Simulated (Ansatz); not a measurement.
## Profile along the Si–Ni line in Ni3Si (Cu3Au type)

Ni3Si (Cu3Au type), conventional cell a = b = c = 3.4646 Å, α = β = γ = 90.00°. The calculation uses the primitive cell of 4 atoms, to which meshes and values per cell refer.

Fields along a shortest Si–Ni line of a {100} plane (2.45 Å), from Si to Ni, interpolated on the slice's grid (step about 0.1 Å). Calculation: r2SCAN (plane waves to 500 eV, PAW, scalar-relativistic; Ansatz, an electronic-structure program). k mesh 13×13×13. Inside the PAW spheres the values are not all-electron values, and peaks at nuclei hang on which shells count as valence. At this level the bands of Ni3Si touch or barely overlap. Ni3Si is run without spin polarisation. Ni3Si was relaxed with its symmetry unable to fall.

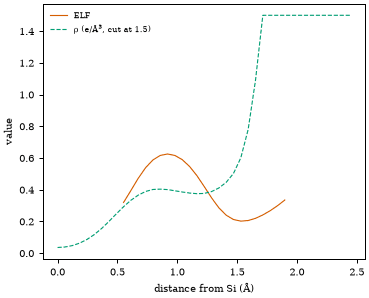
Fig. 1. ELF (away from the nuclei) and valence density from Si to Ni.

Density on the Si–Ni line (2.45 Å) at its density minimum, 1.2 Å from Si: 0.38 e/Å³. ELF at that point: 0.5. ELF maximum in the middle third of the Si–Ni line: 0.63, 0.9 Å from Si.
